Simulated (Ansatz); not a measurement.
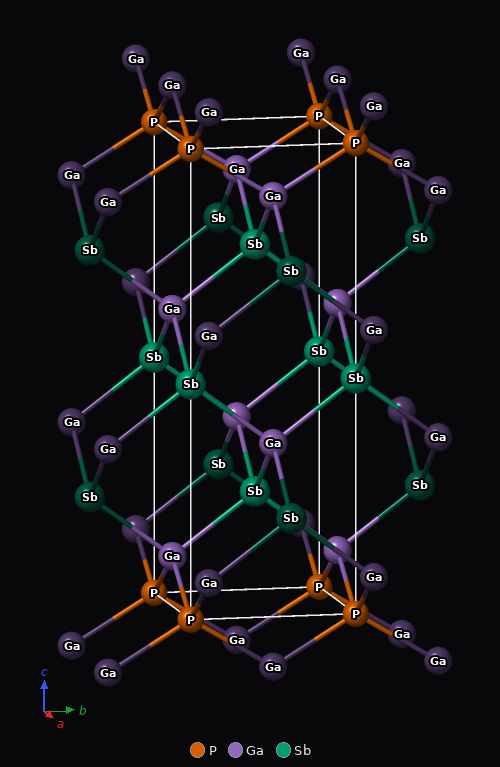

Crystal structure, ball-and-stick style, seen slightly off an axis. Atoms at the boundary of the conventional unit cell (the box) are drawn once for each face, edge or corner they touch. Neighbours across the faces are drawn wherever a bond reaches them, in fainter colours.

Ga₄Sb₃P, space group P-4m2 (No. 115), a = 4.220 Å, b = 4.220 Å, c = 11.907 Å, α = 90.00°, β = 90.00°, γ = 90.00°. It goes back to a structure type filled with these elements by a generator (whether the compound takes this form wasn't checked). Earlier steps of the study, as a rule a relaxation of our own, may have changed the cell and positions, so they can lie some per cent off the listed ones. Ansatz was used for an electronic-structure calculation on it.

This one geometry was computed with Ansatz (DFT, plane waves, PAW) at four levels of theory: r2SCAN, HSE06, PBE and PBE with spin-orbit coupling. It was relaxed beforehand with r2SCAN.

**Which level gives the highest pressure at this volume, and what does that say about its equilibrium volume?**

Highest: PBE (2.1 GPa) and PBE with spin-orbit coupling (2.1 GPa), which points to the largest equilibrium volume. Lowest, with the smallest volume: r2SCAN (0.0 GPa) and HSE06 (0.3 GPa). Levels within 0.5 GPa of each other can't be told apart.

**How does the band gap change with the level of theory?**

PBE: a gap of 0.06 eV, direct; PBE with spin-orbit coupling: a gap of 0.13 eV, direct; r2SCAN: a gap of 0.44 eV, direct; HSE06: a gap of 0.80 eV, direct.

**Collect the results in a table.**

| level | cutoff (eV) | k-mesh of the run's cell | gap (eV) | pressure (GPa) |
| --- | --- | --- | --- | --- |
| r2SCAN | 500 | 6×6×2 | 0.44 | 0.0 |
| HSE06 | 420 | 4×4×2 | 0.80 | 0.3 |
| PBE | 420 | 6×6×2 | 0.06 | 2.1 |
| PBE with spin-orbit coupling | 420 | 6×6×2 | 0.13 | 2.1 |

Gaps are taken on the k-mesh or band path of each run.
